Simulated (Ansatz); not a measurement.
**AlF3 (SMILES F[Al](F)F) at MP2/6-311+G(d,p)**

Aim: the electronic atomisation energy of AlF3 at MP2/6-311+G**, from 3 runs. 

The results are computed with Ansatz 0.2.0.

39 further runs of the same task are left out: 39 set aside as unsound or not needed.

## (1) The system as given

The species is AlF3 (4 atoms), meant as a singlet with charge 0. SMILES: `F[Al](F)F`. The coordinates come from a PBE0-D4/def2-TZVP relaxation.

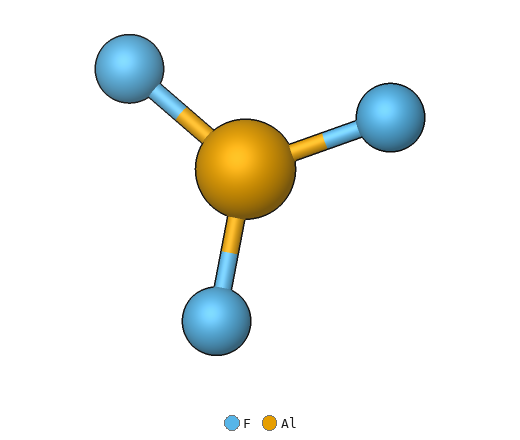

Viewed from a chosen angle; fluorine blue, aluminium amber.

## (2) The energy at MP2/6-311+G(d,p)

The input, job.yaml:

```yaml
crystal:
  periodic: [false, false, false]
  atoms:
    - {symbol: F, position_ang: [0.859410, -0.722590, 1.180170]}
    - {symbol: Al, position_ang: [-0.000000, -0.000010, -0.000000]}
    - {symbol: F, position_ang: [-1.440740, -0.612530, -0.450110]}
    - {symbol: F, position_ang: [0.581330, 1.335130, -0.730040]}
basis:
  gaussian: {orbitals: 6-311+G_st__st_-spherical.json}
correlation: {method: mp2, frozen_orbitals: {Al: 5, F: 1}}
accuracy: high
```

The basis set 6-311+G** is read from a file made from the Basis Set Exchange's data (not shown).

Launch:

```
$ ansatz run job.yaml --threads 1 --pin off --max-ram 3480MiB --events-out events.jsonl --progress --plain --runs-dir runs
```

The program printed:

```text
Warning: RAYON_NUM_THREADS=1 ignored (pool sized by the plan → 1); use --threads N
Functional definition: HF
  name "HF"
  exchange = exact_x
  correlation = 0
1643 factors; integrals over basis functions are off by at most 4.1e-9 eV
mean field evaluation 1: about -14705.7719 eV, gradient 4.8e1 eV
mean field evaluation 2: about -14705.7901 eV, gradient 4.8e1 eV
mean field evaluation 4: about -14709.1896 eV, gradient 1.3e0 eV
mean field evaluation 8: about -14709.2050 eV, gradient 7.5e-5 eV
mean field -14709.20497029 eV, -540.5533124010 hartree, gradient 6.7e-9 eV, S^2 0.000000; 0 other end points of the search recorded, 0 dependent functions left out
8 core orbitals not correlated: weight in the atoms' cores, before any rotation towards them, 1.000 or more for the frozen orbitals, at most 0.000 for the correlated occupied ones
reference -14709.20497029 eV, -540.5533124010 hartree; 12, 12 occupied and 76, 76 virtual orbitals, 1643 factors
second order -18.66673579 eV of doubles, -0.00000000 eV of singles
Total energy: -14727.87170608 eV, -541.2393022884 hartree
```

Run time: 1.8 s. Hardware: 1 thread of Arm Neoverse V2, shared host; peak memory 0.22 GiB.

## (3) The Al atom

The input, run.yaml:

```yaml
crystal:
  periodic: [false, false, false]
  atoms:
    - {symbol: Al, position_ang: [0.000000, 0.000000, 0.000000]}
basis:
  gaussian:
    orbitals: 6-311+G_st__st_-spherical.json
magnetization:
  spin_polarized: true
  initial_magnetization: 1
correlation:
  method: mp2
  frozen_orbitals: {Al: 5}
accuracy: high
```

The basis set 6-311+G** is read from a file made from the Basis Set Exchange's data (not shown).

Launch:

```
$ ansatz run run.yaml --threads 1 --pin off --max-ram 3480MiB --events-out events.jsonl --progress --plain --runs-dir runs
```

The program printed:

```text
Warning: RAYON_NUM_THREADS=1 ignored (pool sized by the plan → 1); use --threads N
Functional definition: HF
  name "HF"
  exchange = exact_x
  correlation = 0
226 factors; integrals over basis functions are off by at most 3.8e-9 eV
mean field evaluation 1: about -6581.4471 eV, gradient 2.7e0 eV
mean field evaluation 2: about -6581.4472 eV, gradient 2.7e0 eV
mean field evaluation 4: about -6581.6811 eV, gradient 2.2e-1 eV
mean field evaluation 8: about -6581.6796 eV, gradient 4.1e-7 eV
mean field evaluation 16: about -6581.6859 eV, gradient 3.0e-2 eV
mean field evaluation 32: about -6581.6432 eV, gradient 5.4e-1 eV
mean field -6581.67955438 eV, -241.8722624007 hartree, gradient 3.2e-8 eV, S^2 0.756763; 5 other end points of the search recorded, 0 dependent functions left out
5 core orbitals not correlated: weight in the atoms' cores, before any rotation towards them, 1.000 or more for the frozen orbitals, at most 0.000 for the correlated occupied ones
reference -6581.67955438 eV, -241.8722624007 hartree; 2, 1 occupied and 23, 24 virtual orbitals, 226 factors
second order -0.82290289 eV of doubles, -0.00000000 eV of singles
Total energy: -6582.50245727 eV, -241.9025035243 hartree
```

It took 0.12 s on 1 thread of Arm Neoverse V2, shared host.

## (4) The F atom, same level

The input, job.yaml:

```yaml
crystal:
  periodic: [false, false, false]
  atoms:
    - symbol: F
      position_ang: [0.000000, 0.000000, 0.000000]
basis:
  gaussian: {orbitals: 6-311+G_st__st_.json}
magnetization: {spin_polarized: true, initial_magnetization: 1}
accuracy: high
correlation: {method: mp2, frozen_orbitals: {F: 1}}
```

The basis set 6-311+G** is read from a file made from the Basis Set Exchange's data (not shown).

Launch:

```
$ ansatz run job.yaml --threads 1 --pin off --max-ram 3480MiB --events-out events.jsonl --progress --plain --runs-dir runs
```

The program printed:

```text
Warning: RAYON_NUM_THREADS=1 ignored (pool sized by the plan → 1); use --threads N
Functional definition: HF
  name "HF"
  exchange = exact_x
  correlation = 0
175 factors; integrals over basis functions are off by at most 3.7e-9 eV
mean field evaluation 1: about -2704.6408 eV, gradient 7.5e0 eV
mean field evaluation 2: about -2704.6413 eV, gradient 7.5e0 eV
mean field evaluation 4: about -2704.8055 eV, gradient 8.0e-1 eV
mean field evaluation 8: about -2704.8089 eV, gradient 3.0e-5 eV
mean field evaluation 16: about -2704.8089 eV, gradient 3.8e-2 eV
mean field evaluation 32: about -2704.8087 eV, gradient 1.8e-1 eV
mean field -2704.80886906 eV, -99.3998925527 hartree, gradient 2.6e-8 eV, S^2 0.752874; 3 other end points of the search recorded, 0 dependent functions left out
1 core orbitals not correlated: weight in the atoms' cores, before any rotation towards them, 1.000 or more for the frozen orbitals, at most 0.000 for the correlated occupied ones
reference -2704.80886906 eV, -99.3998925527 hartree; 4, 3 occupied and 17, 18 virtual orbitals, 175 factors
second order -4.34553896 eV of doubles, -0.00000000 eV of singles
Total energy: -2709.15440802 eV, -99.5595881641 hartree
```

It took 0.06 s on 1 thread of Arm Neoverse V2, shared host.

## (5) Summary of results

At MP2/6-311+G**, 8 core orbitals frozen:

| quantity | value |
| --- | --- |
| molecule: total energy | -541.23930 Eh |
| molecule: correlation energy (8 core orbitals frozen) | -686.0 mEh |
| Al atom: total energy | -241.90250 Eh |
| Al atom: correlation energy (5 core orbitals frozen) | -30.2 mEh |
| Al atom: ⟨S²⟩ of the reference determinant | 0.757 |
| F atom: total energy | -99.55959 Eh |
| F atom: correlation energy (1 core orbital frozen) | -159.7 mEh |
| F atom: ⟨S²⟩ of the reference determinant | 0.753 |
| electronic atomisation energy | 17.906 eV |

In words: Taking the molecule apart into free atoms costs 17.91 eV (413 kcal/mol), before zero-point energy and without spin-orbit coupling.
